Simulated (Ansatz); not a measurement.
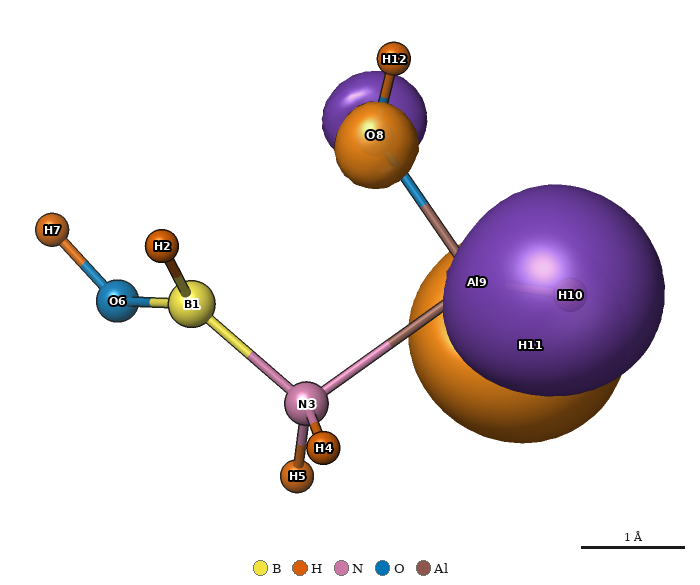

The picture shows: AlBH7NO2. The HOMO at ±0.15 Å⁻³ᐟ² (orange and purple are the two phases), seen across its widest extent.

Method: RHF/6-31G* in Ansatz 0.2.0.

```json
{"atom": "B", "x (Å)": "-0.0318", "y (Å)": "-0.1583", "z (Å)": "-0.1761"}
{"atom": "H", "x (Å)": "-0.1536", "y (Å)": "-1.2066", "z (Å)": "0.3627"}
{"atom": "N", "x (Å)": "1.2598", "y (Å)": "0.5684", "z (Å)": "-0.0780"}
{"atom": "H", "x (Å)": "2.0597", "y (Å)": "-0.0214", "z (Å)": "0.0595"}
{"atom": "H", "x (Å)": "1.4246", "y (Å)": "1.1781", "z (Å)": "-0.8599"}
{"atom": "O", "x (Å)": "-0.9222", "y (Å)": "0.3632", "z (Å)": "-1.0345"}
{"atom": "H", "x (Å)": "-1.7750", "y (Å)": "-0.0454", "z (Å)": "-1.0065"}
{"atom": "O", "x (Å)": "-0.5814", "y (Å)": "1.0811", "z (Å)": "1.9228"}
{"atom": "Al", "x (Å)": "1.0204", "y (Å)": "1.7284", "z (Å)": "1.6492"}
{"atom": "H", "x (Å)": "2.1580", "y (Å)": "1.1767", "z (Å)": "2.6328"}
{"atom": "H", "x (Å)": "1.1262", "y (Å)": "3.2184", "z (Å)": "1.0983"}
{"atom": "H", "x (Å)": "-0.7901", "y (Å)": "0.6372", "z (Å)": "2.7307"}
```

> What is the character of this orbital?

It lies mainly on Al9 (about 30 %), H11 (about 30 %), H10 (about 30 %) and O8 (about 5 %). Its energy is −10.42 eV.
